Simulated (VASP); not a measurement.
Band structure of BAs (relaxed from the zinc blende structure, space group F-43m). Calculation: PBEsol GGA, VASP's PBE PAW potentials (set 64) (plane waves; VASP).

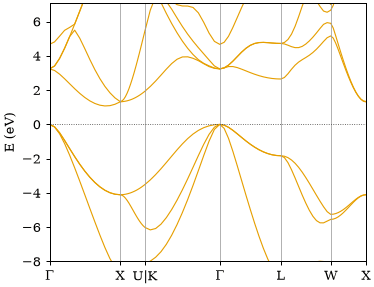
Figure. Bands along high-symmetry lines, zero at the valence-band maximum or, without a gap, the Fermi level

Read the plot: is there a gap, and where are the band edges?

The gap is indirect, 1.08 eV, from the valence maximum at Γ to the conduction minimum at Γ-X at 0.79. (Edges off the drawn lines would not show.)

The structure was generated: BAs was put into the zinc blende type (F-43m), which need not be its known phase. It was relaxed first, which changed the volume by +6 %.
